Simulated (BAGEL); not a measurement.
# HF/3-21G (density fitting with qzvpp-jkfit) run of CH5Al (SMILES [CH3][AlH2])

What is the vertical singlet–triplet gap of CH5Al at HF/3-21G (density fitting with qzvpp-jkfit)? 

Program for the calculation: BAGEL 1.2.2.

## 1. The structure to begin with

CH5Al: 7 atoms, total charge 0, spin state singlet. SMILES: `[CH3][AlH2]`. Geometry: relaxed at PBE0-D4/def2-TZVP.

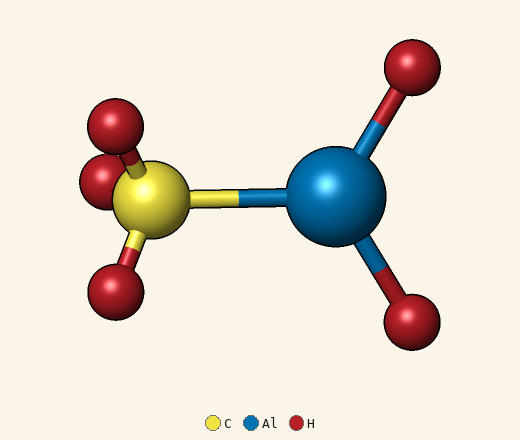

The structure, seen from a chosen angle (carbon yellow, aluminium blue, hydrogen red).

## 2. The energy at HF/3-21G (density fitting with qzvpp-jkfit)

File job.json:

```json
{ "bagel": [

{
  "title": "molecule",
  "basis": "3-21g",
  "df_basis": "qzvpp-jkfit",
  "angstrom": true,
  "geometry": [
    { "atom": "C", "xyz": [      -0.448500,      -0.695600,      -0.355500 ] },
    { "atom": "Al", "xyz": [       0.562900,       0.778300,       0.424700 ] },
    { "atom": "H", "xyz": [      -1.063100,      -1.219600,       0.380800 ] },
    { "atom": "H", "xyz": [      -1.134400,      -0.306400,      -1.118200 ] },
    { "atom": "H", "xyz": [       0.193400,      -1.425500,      -0.855600 ] },
    { "atom": "H", "xyz": [       0.016000,       1.549300,       1.703400 ] },
    { "atom": "H", "xyz": [       1.934800,       1.251600,      -0.225400 ] }
  ]
},

{ "title": "hf" },

{ "title": "print", "file": "orbitals.molden", "orbitals": true }

]}
```

Launch:

```console
$ BAGEL_NUM_THREADS=1 BAGEL job.json > job.out
```

Standard output:

```text
* using 1 threads per process

  ===============================================================
  ===============================================================

  *** Geometry ***

  { "atom" : "C", "xyz" : [     -0.847542,     -1.314493,     -0.671798 ] },
  { "atom" : "Al", "xyz" : [      1.063727,      1.470774,      0.802567 ] },
  { "atom" : "H", "xyz" : [     -2.008968,     -2.304710,      0.719608 ] },
  { "atom" : "H", "xyz" : [     -2.143705,     -0.579012,     -2.113092 ] },
  { "atom" : "H", "xyz" : [      0.365473,     -2.693805,     -1.616850 ] },
  { "atom" : "H", "xyz" : [      0.030236,      2.927753,      3.218959 ] },
  { "atom" : "H", "xyz" : [      3.656242,      2.365181,     -0.425944 ] },

  Number of auxiliary basis functions:      293

  Since a DF basis is specified, we compute 2- and 3-index integrals:
    o Being stored without compression. Storage requirement is 0.002 GB

  Number of basis functions:       32
  Number of electrons      :       24

    * METHOD: MOLECULE                             0.06

  *** RHF ***

  === Nuclear Repulsion ===
    50.6184517267

      * DIIS with orbital gradients will be used.

  === RHF iteration (3-21g) ===
      0       -281.07572827          0.02452131           0.00
      1       -281.11870448          0.00870412           0.00
      2       -281.12546272          0.00172129           0.00
      3       -281.12585410          0.00011445           0.00
      4       -281.12585853          0.00001991           0.00
      5       -281.12585861          0.00000506           0.00
      6       -281.12585862          0.00000057           0.00
      7       -281.12585862          0.00000015           0.00
      8       -281.12585862          0.00000003           0.00
      9       -281.12585862          0.00000001           0.00
    * SCF iteration converged.

    * Permanent dipole moment:
           (    0.124355,     0.181111,     0.096230) a.u.

    * METHOD: HF                                   0.10

    * METHOD: PRINT                                0.00

  ===============================================================
```

Wall time 0.28 s (1 thread of Arm Neoverse V1, shared host).

## 3. The triplet at the same level

File hf.json:

```json
{ "bagel": [

{
  "title": "molecule",
  "basis": "3-21g",
  "df_basis": "qzvpp-jkfit",
  "angstrom": "true",
  "geometry": [
    { "atom": "C", "xyz": [   -0.448500,   -0.695600,   -0.355500 ] },
    { "atom": "Al", "xyz": [    0.562900,    0.778300,    0.424700 ] },
    { "atom": "H", "xyz": [   -1.063100,   -1.219600,    0.380800 ] },
    { "atom": "H", "xyz": [   -1.134400,   -0.306400,   -1.118200 ] },
    { "atom": "H", "xyz": [    0.193400,   -1.425500,   -0.855600 ] },
    { "atom": "H", "xyz": [    0.016000,    1.549300,    1.703400 ] },
    { "atom": "H", "xyz": [    1.934800,    1.251600,   -0.225400 ] }
  ]
},
{ "title": "uhf", "nopen": 2 },
{ "title": "print", "file": "orbitals.molden", "orbitals": "true" }

]}
```

Launch:

```console
$ BAGEL_NUM_THREADS=1 BAGEL hf.json > hf.out
```

Standard output:

```text
* using 1 threads per process

  ===============================================================
  ===============================================================

  *** Geometry ***

  { "atom" : "C", "xyz" : [     -0.847542,     -1.314493,     -0.671798 ] },
  { "atom" : "Al", "xyz" : [      1.063727,      1.470774,      0.802567 ] },
  { "atom" : "H", "xyz" : [     -2.008968,     -2.304710,      0.719608 ] },
  { "atom" : "H", "xyz" : [     -2.143705,     -0.579012,     -2.113092 ] },
  { "atom" : "H", "xyz" : [      0.365473,     -2.693805,     -1.616850 ] },
  { "atom" : "H", "xyz" : [      0.030236,      2.927753,      3.218959 ] },
  { "atom" : "H", "xyz" : [      3.656242,      2.365181,     -0.425944 ] },

  Number of auxiliary basis functions:      293

  Since a DF basis is specified, we compute 2- and 3-index integrals:
    o Being stored without compression. Storage requirement is 0.002 GB

  Number of basis functions:       32
  Number of electrons      :       24

    * METHOD: MOLECULE                             0.05

  *** Open-shell HF ***

  === Nuclear Repulsion ===
    50.6184517267

      * DIIS with orbital gradients will be used.

  === UHF iteration (3-21g) ===
      0       -280.85044786          0.05277464           0.01
      1       -280.91461886          0.01996235           0.01
      2       -280.92531694          0.00955079           0.01
      3       -280.92790745          0.00141894           0.01
      4       -280.92880326          0.00044398           0.01
      5       -280.92901095          0.00008214           0.01
      6       -280.92903216          0.00002558           0.01
      7       -280.92903681          0.00000849           0.01
      8       -280.92903780          0.00000498           0.01
      9       -280.92903811          0.00000258           0.01
     10       -280.92903813          0.00000194           0.01
     11       -280.92903814          0.00000194           0.01
     12       -280.92903814          0.00000195           0.01
     13       -280.92903813          0.00000182           0.01
     14       -280.92903812          0.00000136           0.01
     15       -280.92903812          0.00000073           0.01
     16       -280.92903812          0.00000033           0.01
     17       -280.92903812          0.00000021           0.01
     18       -280.92903812          0.00000012           0.01
     19       -280.92903812          0.00000004           0.01
     20       -280.92903812          0.00000003           0.01
     21       -280.92903812          0.00000002           0.01
     22       -280.92903812          0.00000002           0.01
     23       -280.92903812          0.00000002           0.01
     24       -280.92903812          0.00000002           0.01
     25       -280.92903812          0.00000002           0.01
     26       -280.92903812          0.00000001           0.01
     27       -280.92903812          0.00000001           0.01
     28       -280.92903812          0.00000001           0.01
    * SCF iteration converged.

    * S^2 (UHF) is 2.0717

    * Permanent dipole moment:
           (   -0.171162,    -0.348176,    -0.112441) a.u.

    * METHOD: UHF                                  0.29

    * METHOD: PRINT                                0.00

  ===============================================================
```

It took 0.46 s on 1 thread of Arm Neoverse V1, shared host.

## 4. Summary of results

Level: HF/3-21G (density fitting with qzvpp-jkfit).

| quantity | value |
| --- | --- |
| singlet: total energy | -281.12586 Eh |
| singlet: dipole moment | 0.61 D |
| singlet: HOMO energy | -11.05 eV |
| singlet: LUMO energy | 1.38 eV |
| singlet: HOMO–LUMO gap | 12.43 eV |
| triplet: total energy | -280.92904 Eh |
| triplet: dipole moment | 1.03 D |
| triplet: ⟨S²⟩ | 2.072 |
| vertical energy of the triplet above the singlet | 5.356 eV |

In words: At this shape the triplet lies 5.36 eV (517 kJ/mol) above the singlet.
